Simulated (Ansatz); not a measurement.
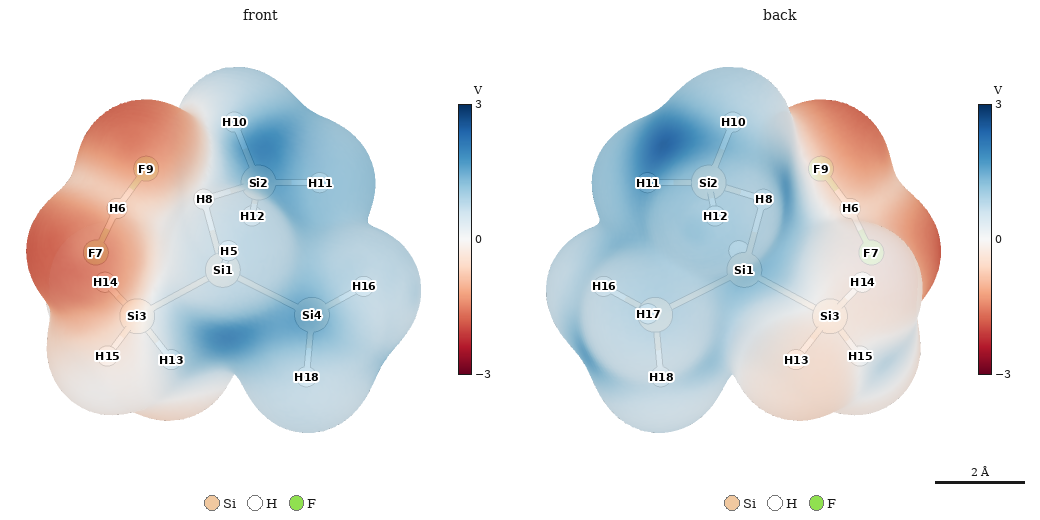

*H$_{11}$Si$_{4}$···F$_{2}$H. The molecular electrostatic potential painted on the density surface at 0.002 e/bohr³, seen from the front and from behind; red is negative and blue positive.*

A transition-state structure; geometry: PBE0-D4/def2-TZVP.

The calculation used Ansatz 0.2.0, RKS PBE0-D4/def2-TZVPP.

The calculation's input:

```
crystal:
  periodic: [false, false, false]
  atoms:
    - {symbol: Si, position_ang: [-0.341036, -0.403643, 0.523958]}
    - {symbol: Si, position_ang: [2.030896, -0.318266, -0.565473]}
    - {symbol: Si, position_ang: [-1.642874, 1.503769, 0.049765]}
    - {symbol: Si, position_ang: [-0.693221, -2.217971, -0.934520]}
    - {symbol: H, position_ang: [-0.177132, -0.930544, 1.902221]}
    - {symbol: H, position_ang: [0.357543, 1.954558, 1.826873]}
    - {symbol: F, position_ang: [-0.747306, 2.172551, 1.880316]}
    - {symbol: H, position_ang: [1.163840, 0.407861, 0.669514]}
    - {symbol: F, position_ang: [1.419366, 1.575548, 1.647329]}
    - {symbol: H, position_ang: [3.218194, 0.441341, -0.124138]}
    - {symbol: H, position_ang: [2.259037, -1.779177, -0.494864]}
    - {symbol: H, position_ang: [1.526446, 0.122920, -1.882238]}
    - {symbol: H, position_ang: [-2.219947, 0.924978, -1.229877]}
    - {symbol: H, position_ang: [-0.882164, 2.658557, -0.477656]}
    - {symbol: H, position_ang: [-2.850645, 1.656981, 0.888057]}
    - {symbol: H, position_ang: [0.071414, -3.417608, -0.508624]}
    - {symbol: H, position_ang: [-0.340401, -1.862629, -2.331550]}
    - {symbol: H, position_ang: [-2.152010, -2.489323, -0.839092]}
basis:
  gaussian: {orbitals: def2-TZVPP}
hamiltonian: {xc: pbe0, dispersion: d4}
output: {orbitals: {seedname: orbitals}}
```

Launched as:

```sh
ansatz run in.yaml --threads 4 --pin off --events-out ev --progress --plain --max-ram 66560MiB --backend cuda --devices 0, --max-vram 37GiB
```

**Where is the surface potential most negative and most positive?**

The most negative region (about −1.8 V) lies over F7, the most positive (about +2.2 V) over Si2.
